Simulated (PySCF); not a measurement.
# C$_{4}$H$_{6}$F$_{2}$O$_{2}$Si: what the fields show

The calculation's input:

```
{"job": {"kind": "nmr", "xc": "PBE0", "basis": "pcSseg-1"}, "charge": 0, "multiplicity": 1}
O     -1.064244    -0.276137     1.876377
C     -1.567606    -0.096558     0.803422
C     -0.775334    -0.073705    -0.472574
F     -1.626858    -0.219518    -1.546211
C     -0.059903     1.295632    -0.554649
O      1.011115     1.282683     0.332074
Si     1.610518    -0.198995     0.703008
C      0.324552    -1.125863    -0.397447
F      0.874194    -1.310933    -1.651720
H     -2.644965     0.101774     0.672745
H     -0.735279     2.115478    -0.291298
H      0.287542     1.432124    -1.585043
H      2.901804    -0.374080     0.050244
H      1.527494    -0.449448     2.124780
H     -0.067445    -2.094462    -0.085620
```

Command:

```sh
OMP_NUM_THREADS=1 python probes_run.py task.json out
```

Geometry: GFN2-xTB.

Level of theory: PySCF 2.14.0, PBE0/pcSseg-1, SCF density, gas phase, non-relativistic.

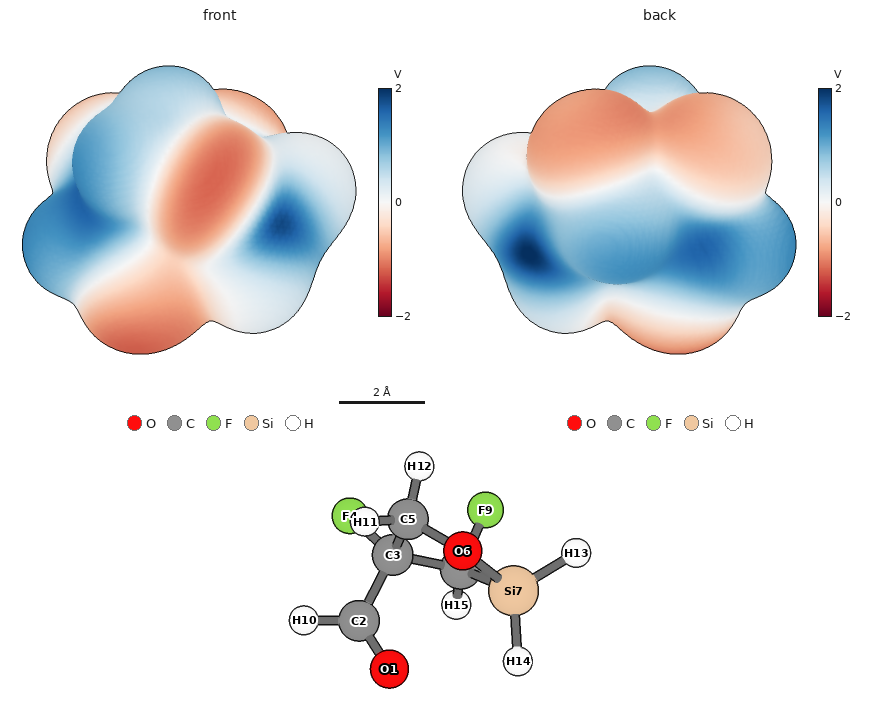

Figure 1. The electrostatic potential painted on the density surface at 0.002 e/bohr³, seen from the front and from behind; the colour scale runs from red (negative) to blue (positive). The bare structure is drawn below in the same view.

**Describe the electrostatic potential map.**

The most negative region (about −1.2 V) lies over O1 and O6, the most positive (about +1.8 V) over Si7.

**How polar is the molecule by this calculation?**

Its dipole moment is 0.75 D.

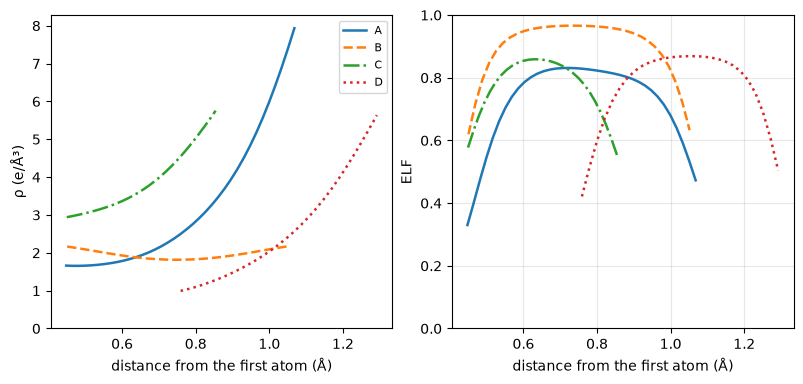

Figure 2. Electron density and ELF along straight lines between neighbouring atoms. The curves leave out the atomic cores.

**Which curve belongs to which contact (C–C, C–F, C–O and Si–O)? The first atom named is at distance zero.**

Curve A: C–F (1.38 Å): ρ is about 2.1 e/Å³ halfway, with its minimum of 1.7 e/Å³ about 0.5 Å from C; the ELF peaks at about 0.85 between the atoms; a shared but strongly polarised pair. Curve B: C–C (1.50 Å): ρ at the midpoint is about 1.8 e/Å³; the ELF peaks at about 0.95 between the atoms: localised, covalent bonding. Curve C: C–O (1.20 Å): ρ is about 3.4 e/Å³ halfway; the ELF peaks at about 0.85 between the atoms (a multiple bond). Curve D: Si–O (1.64 Å): ρ at the midpoint is about 1.2 e/Å³; the ELF peaks at about 0.85 between the atoms (a shared but strongly polarised pair).
